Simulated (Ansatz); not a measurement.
Input file:

```
crystal:
  periodic: [false, false, false]
  atoms:
    - { symbol: C, position_ang: [0.479, 1.1659, 1.9696] }
    - { symbol: C, position_ang: [0.1088, 0.2061, 1.3762] }
    - { symbol: "N", position_ang: [-0.2783, -0.9223, 0.7417] }
    - { symbol: C, position_ang: [-0.1775, -0.7699, -0.4119] }
    - { symbol: C, position_ang: [-0.2654, -0.6597, -1.7177] }
    - { symbol: H, position_ang: [0.7114, 2.1114, 2.477] }
    - { symbol: H, position_ang: [0.647, -0.8646, -2.277] }
    - { symbol: H, position_ang: [-1.1328, -0.3241, -2.2136] }
basis:
  gaussian: { orbitals: def2-SVP }
hamiltonian:
  xc: pbe
relax:
  f_tol: 0.02
  max_steps: 50
output:
  orbitals: {}
```

Run with:

```sh
ansatz run input.yaml --threads 2 --pin off --max-ram 3072MiB --backend cpu --events-out ev --progress --plain --runs-dir out
```

The fields are those of the relaxed geometry.

Theory: RKS PBE/def2-SVP in Ansatz.

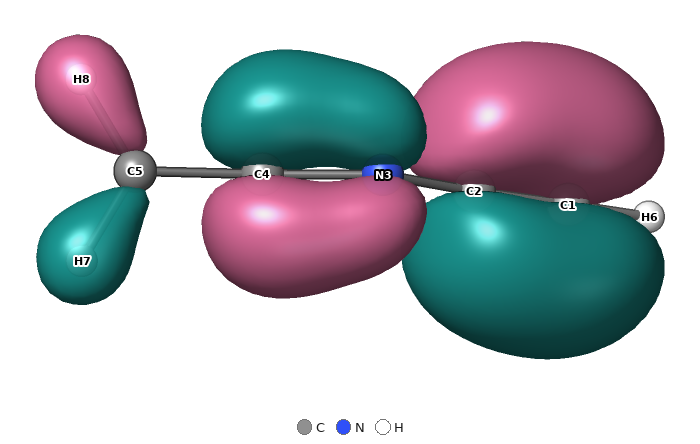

C$_{4}$H$_{3}$N. The HOMO−1 at ±0.1 Å⁻³ᐟ² (teal and pink are the two phases), seen at a tilt.

Question: Where does this orbital lie, and at what energy?

Answer: It lies mainly on C1 (about 40 %), C2 (about 30 %), C4 (about 15 %) and N3 (about 10 %); π-bonding across C1–C2. Its energy is −6.58 eV.
